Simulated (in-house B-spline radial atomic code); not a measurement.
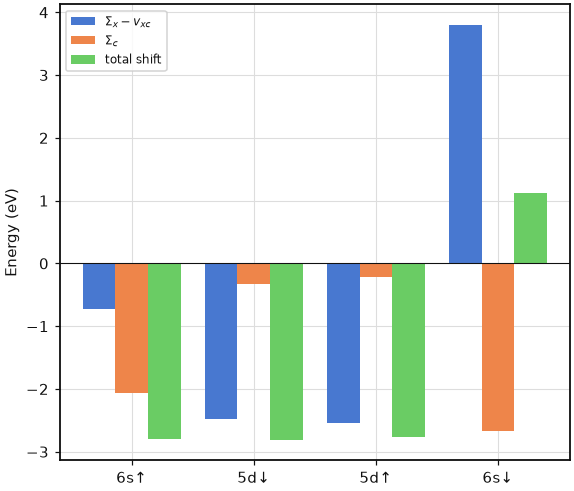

Parts of the G₀W₀ correction to each level for Bi⁴⁺ ([Xe] 4f¹⁴ 5d¹⁰ 6s). All-electron spherical atom, scalar X2C, PBE with 60 % exact exchange start, no spin-orbit coupling, Breit or QED terms; computed with a B-spline radial code. The quasi-particle equation is solved at full frequency; levels of low quasi-particle weight Z are left out.

Give the quasi-particle levels and their parts.

G₀W₀ moves the highest occupied level, 6s↑, from −53.77 to −56.56 eV (renormalisation factor Z = 0.97); the measured removal energy is 54.86 eV, so the error is +1.70 eV. The empty level 6s↓ goes from −45.92 to −44.80 eV.

```
Level  Mean field (eV)  Σx − vxc (eV)  Σc (eV)     Z  G₀W₀ (eV)
  6s↑           −53.77          −0.73    −2.06  0.97     −56.56
  5d↓           −73.27          −2.48    −0.33  0.96     −76.08
  5d↑           −73.71          −2.55    −0.22  0.95     −76.47
  6s↓           −45.92           3.80    −2.67  0.97     −44.80
```
